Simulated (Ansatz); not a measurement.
Ga₃SbN₂

The calculation's input:

```
crystal:
  lattice:
    - [-1.6947747365, 5.0843242094, 2.3967734175]
    - [1.6947747365, -5.0843242094, 2.3967734175]
    - [1.6947747365, 5.0843242094, -2.3967734175]
  atoms:
    - { symbol: "N", position: [0.3333333333, 0.0, 0.3333333333] }
    - { symbol: Ga, position: [0.5833333333, 0.75, 0.8333333333] }
    - { symbol: "N", position: [0.6666666667, 0.0, 0.6666666667] }
    - { symbol: Ga, position: [0.9166666667, 0.75, 0.1666666667] }
    - { symbol: Sb, position: [0.0, 0.0, 0.0] }
    - { symbol: Ga, position: [0.25, 0.75, 0.5] }
kpoints:
  mp_grid: { grid: [8, 8, 8] }
hamiltonian:
  xc: pbe
scf:
  occupations: { method: fermi_dirac, width: 0.02 }
relax:
  f_tol: 0.005
  cell: {}
output:
  write_density: true
  write_potential: true
  elf: true
  volumetric_format: npy
```

Launched as:

```sh
ansatz run input.yaml --threads 2 --pin off --max-ram 18432MiB --backend cpu --events-out ev --progress --plain --runs-dir out
```

Below, planes, directions and counts refer to the conventional cell (a = 3.22 Å, b = 11.80 Å, c = 5.13 Å, α = 90.00°, β = 90.00°, γ = 90.00°).

The fields are those of the run's last geometry, not of the input's.

Space group Imm2; started from the ordered alloy on zincblende lattice prototype, which need not be the ambient phase.

Method: Ansatz, DFT, PBE, plane waves, PAW.

In a PAW calculation such maps are meaningful between the atoms, not at the nuclei.

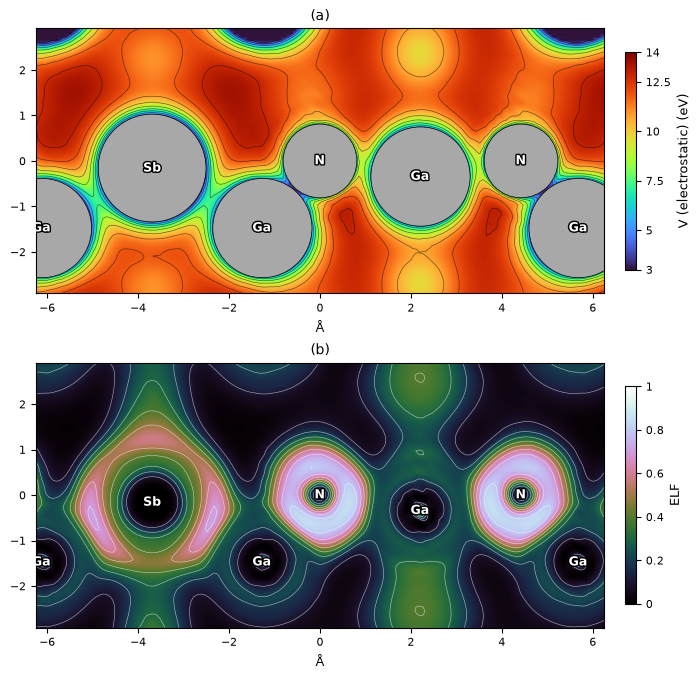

Figure 1. (a) electrostatic potential (local pseudopotential plus Hartree) felt by an electron; (b) ELF on the (100) plane of the conventional cell. Grey discs cover the atomic cores in the potential map.

**Read the bonding off the picture.**

- The plane passes through N, Ga and Sb nuclei.
- Ga–N (1.95 Å): the ELF peaks at about 0.85 in the valence shell of N, 0.7 Å from its nucleus, and is about 0.50 at the midpoint.
- Ga–Sb (2.76 Å): the ELF peaks at about 0.70 between the atoms.
- Ga–N (2.24 Å): the ELF peaks at about 0.85 in the valence shell of N, 0.7 Å from its nucleus, and is about 0.35 at the midpoint.
- Outside the cores the potential energy rises away from the atoms and is highest about 2.0 Å from the nearest atoms; its zero is arbitrary.

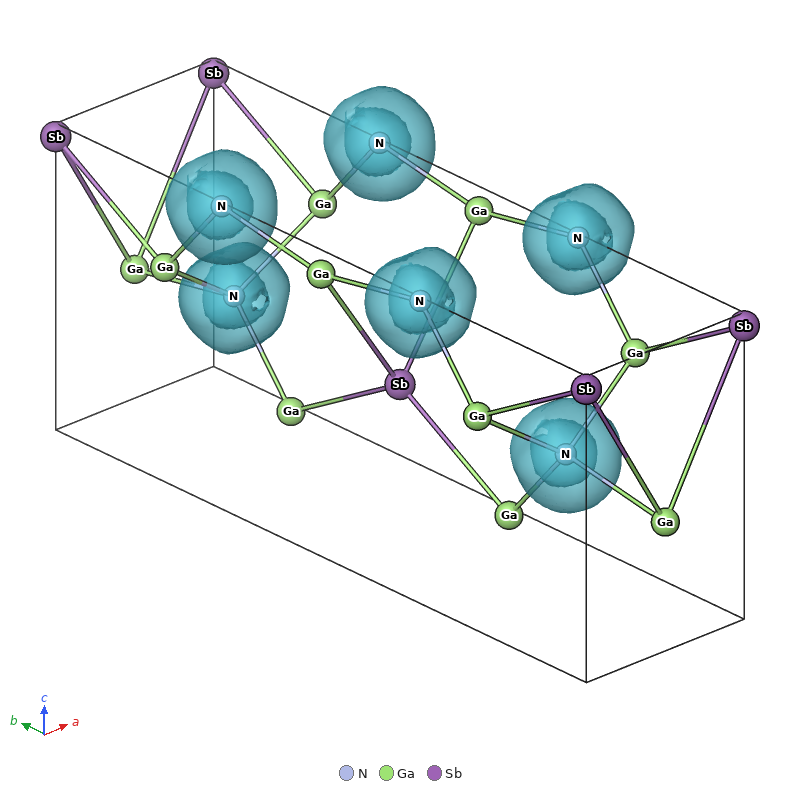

Figure 2. Isosurface of the electron localisation function at 0.75 (cyan), seen at an oblique angle. Only the valence region is drawn (cores and ρ < 0.01 e/Å³ removed). Sticks mark near contacts.

**Where are the electrons localised?**

At this value the surface marks out four regions wrapped around N (the valence shell of each), counted in one cell of 12 atoms. Any copies at cell faces, edges or corners count once.
